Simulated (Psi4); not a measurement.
**Si2H5O (SMILES O[SiH][SiH3]): UCAM-B3LYP/jun-cc-pVTZ (density fitting, sweep point 8)**

Aim: the vertical ionisation energy of Si2H5O at UCAM-B3LYP/jun-cc-pVTZ (density fitting, sweep point 8), from 2 runs. 

The results are computed with Psi4 1.11.

**1. The system as given**

Si2H5O has 8 atoms, charge 0, and is taken as a doublet. As SMILES, `O[SiH][SiH3]`. Geometry: relaxed at PBE0-D4/def2-TZVP. This is one conformer, not always the lowest.

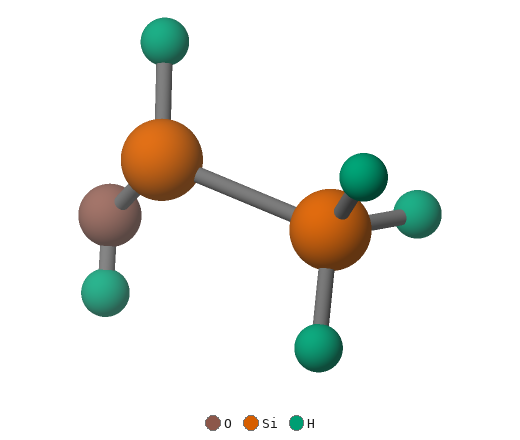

Viewed from a chosen angle; oxygen brown, silicon orange, hydrogen teal.

**2. The energy at UCAM-B3LYP/jun-cc-pVTZ (density fitting, sweep point 8)**

File calc.in:

```
memory 1600 mb

molecule {
  0 2
  O     -0.929000     0.938400    -1.717100
  Si     0.090400     1.134000    -0.425000
  Si     0.314200    -0.774200     0.917600
  H     -1.805900     0.598400    -1.530300
  H      1.378700     1.582300    -1.024400
  H      1.190000    -0.426800     2.069000
  H      0.883900    -1.960400     0.216700
  H     -1.030200    -1.148700     1.437600
  symmetry c1
}

set reference uks
set puream true
set scf_type df
set dft_radial_points 99
set dft_spherical_points 590
set maxiter 100

energy("cam-b3lyp/jun-cc-pVTZ")
```

Command:

```sh
$ psi4 -n 1 calc.in calc.out
```

calc.out:

```text
[...]
  Running in c1 symmetry.
[...]
  Nuclear repulsion =  142.948479423165793
[...]
  Multiplicity = 2
[...]
  Nalpha       = 21
  Nbeta        = 20
[...]
    Number of basis functions: 195
[...]
   @DF-UKS iter   1:  -657.05411486679475   -5.41123e-01   3.70829e-03 ADIIS/DIIS
[...]
   @DF-UKS iter   8:  -657.24060374883732   -3.47096e-07   5.65860e-07 DIIS
[...]
   @S^2 Observed:                7.538637284E-01
[...]
    Orbital Energies [Eh]
    ---------------------
    Alpha Occupied:
       1A    -66.232554     2A    -66.208163     3A    -19.222201
       4A     -5.375481     5A     -5.355595     6A     -3.737559
       7A     -3.733994     8A     -3.732047     9A     -3.714519
      10A     -3.713997    11A     -3.713799    12A     -1.102727
      13A     -0.658729    14A     -0.617238    15A     -0.514419
      16A     -0.466787    17A     -0.445888    18A     -0.420570
      19A     -0.416861    20A     -0.361094    21A     -0.254519
    Alpha Virtual:
      22A      0.002298    23A      0.020039    24A      0.032493
      25A      0.040547    26A      0.044717    27A      0.048926
[...]
  @DF-UKS Final Energy:  -657.24060374883732
   => Energetics <=
    Nuclear Repulsion Energy =            142.9484794231657929
    One-Electron Energy =               -1193.5793382001888858
    Two-Electron Energy =                 432.7644386550755939
    DFT Exchange-Correlation Energy =     -39.3741836268897387
    Empirical Dispersion Energy =           0.0000000000000000
    VV10 Nonlocal Energy =                  0.0000000000000000
    Total Energy =                       -657.2406037488373158
[...]
 Multipole Moments:
 ------------------------------------------------------------------------------------
     Multipole            Electronic (a.u.)      Nuclear  (a.u.)        Total (a.u.)
 ------------------------------------------------------------------------------------
 L = 1.  Multiply by 2.5417464519 to convert [e a0] to [Debye]
 Dipole X            :         -1.1200504            0.7618317           -0.3582187
 Dipole Y            :          2.5229415           -2.7165735           -0.1936320
 Dipole Z            :         -1.6439603            1.8672778            0.2233174
 Magnitude           :                                                    0.4644186
[...]
```

It took 35 s on 1 thread of Intel Xeon 6975P-C (Granite Rapids), shared host; peak memory 1.4 GiB.

**3. The singlet cation**

File job.inp:

```
memory 1600 MB

molecule mol {
  1 1
  O     -0.929000     0.938400    -1.717100
  Si     0.090400     1.134000    -0.425000
  Si     0.314200    -0.774200     0.917600
  H     -1.805900     0.598400    -1.530300
  H      1.378700     1.582300    -1.024400
  H      1.190000    -0.426800     2.069000
  H      0.883900    -1.960400     0.216700
  H     -1.030200    -1.148700     1.437600
  symmetry c1
}

set basis jun-cc-pVTZ
set puream true
set scf_type df
set dft_radial_points 99
set dft_spherical_points 590

energy("cam-b3lyp")
```

Command:

```sh
$ psi4 job.inp job.out -n 1
```

job.out:

```text
[...]
  Running in c1 symmetry.
[...]
  Nuclear repulsion =  142.948479423165793
[...]
  Multiplicity = 1
[...]
  Nalpha       = 20
  Nbeta        = 20
[...]
    Number of basis functions: 195
[...]
   @DF-RKS iter   1:  -656.77889149837779   -2.65900e-01   3.50241e-03 DIIS/ADIIS
[...]
   @DF-RKS iter   8:  -656.95208883471525   -8.39313e-07   7.29607e-07 DIIS
[...]
    Orbital Energies [Eh]
    ---------------------
    Doubly Occupied:
       1A    -66.517134     2A    -66.415942     3A    -19.461477
       4A     -5.655962     5A     -5.562805     6A     -4.020175
       7A     -4.012975     8A     -4.010482     9A     -3.923577
      10A     -3.920084    11A     -3.919944    12A     -1.329610
      13A     -0.882781    14A     -0.822954    15A     -0.732069
      16A     -0.691222    17A     -0.661846    18A     -0.609256
      19A     -0.600606    20A     -0.578521
[...]
  @DF-RKS Final Energy:  -656.95208883471525
   => Energetics <=
    Nuclear Repulsion Energy =            142.9484794231657929
    One-Electron Energy =               -1184.1010245091749766
    Two-Electron Energy =                 423.3931521062602314
    DFT Exchange-Correlation Energy =     -39.1926958549663880
    Empirical Dispersion Energy =           0.0000000000000000
    VV10 Nonlocal Energy =                  0.0000000000000000
    Total Energy =                       -656.9520888347153686
[...]
 Multipole Moments:
 ------------------------------------------------------------------------------------
     Multipole            Electronic (a.u.)      Nuclear  (a.u.)        Total (a.u.)
 ------------------------------------------------------------------------------------
 L = 1.  Multiply by 2.5417464519 to convert [e a0] to [Debye]
 Dipole X            :         -0.9482914            0.7618317           -0.1864597
 Dipole Y            :          3.2179752           -2.7165735            0.5014017
 Dipole Z            :         -1.4518939            1.8672778            0.4153838
 Magnitude           :                                                    0.6772847
[...]
```

Run time: 24 s. Hardware: 1 thread of Intel Xeon 6975P-C (Granite Rapids), shared host; peak memory 1.4 GiB.

**4. What came out**

Level: UCAM-B3LYP/jun-cc-pVTZ (density fitting, sweep point 8).

| quantity | value |
| --- | --- |
| doublet Si2H5O: total energy | -657.24060 Eh |
| doublet Si2H5O: dipole moment | 1.18 D |
| doublet Si2H5O: HOMO energy (highest over α and β) | -6.93 eV |
| doublet Si2H5O: LUMO energy (lowest over α and β) | -1.47 eV |
| doublet Si2H5O: ⟨S²⟩ | 0.754 |
| singlet cation: total energy | -656.95209 Eh |
| singlet cation: HOMO energy | -15.74 eV |
| singlet cation: LUMO energy | -8.70 eV |
| singlet cation: HOMO–LUMO gap | 7.04 eV |
| vertical ionisation energy (to the singlet cation) | 7.851 eV |

What this shows: The vertical ionisation energy comes to 7.85 eV (181 kcal/mol). Only the singlet of the ionised species was computed; a triplet could lie lower.
